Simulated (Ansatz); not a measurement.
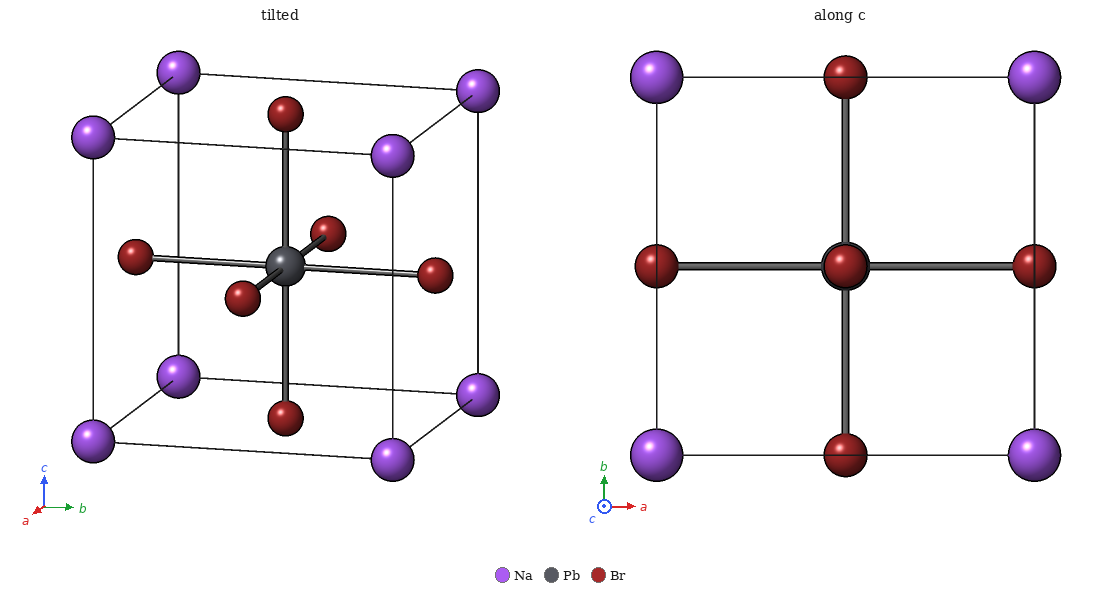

A ball-and-stick picture of a crystal structure, seen slightly off an axis and along the c axis. The parallelepiped is the conventional unit cell.

NaPbBr₃, cubic perovskite, space group Pm-3m (No. 221), a = 5.999 Å, b = 5.999 Å, c = 5.999 Å, α = 90.00°, β = 90.00°, γ = 90.00°. It goes back to a structure type filled with these elements by a generator (whether the compound takes this form wasn't checked). The cell was then strained or its atoms displaced on purpose. It was the input of a calculation with Ansatz.

This one geometry was computed with Ansatz (DFT, plane waves, PAW) at three levels of theory: HSE06, PBE and r2SCAN. It was relaxed with r2SCAN and then strained.

Question: How does the band gap change with the level of theory?

Answer: PBE: a gap of 1.81 eV, direct; r2SCAN: a gap of 2.19 eV, direct; HSE06: a gap of 2.43 eV, direct.

Question: Collect the results in a table.

Answer:
| level | cutoff (eV) | k-mesh of the run's cell | gap (eV) | pressure (GPa) |
| --- | --- | --- | --- | --- |
| HSE06 | 420 | 4×4×4 | 2.43 | -0.7 |
| PBE | 420 | 4×4×4 | 1.81 | -0.4 |
| r2SCAN | 500 | 4×4×4 | 2.19 | -0.8 |

Gaps are taken on the k-mesh or band path of each run.
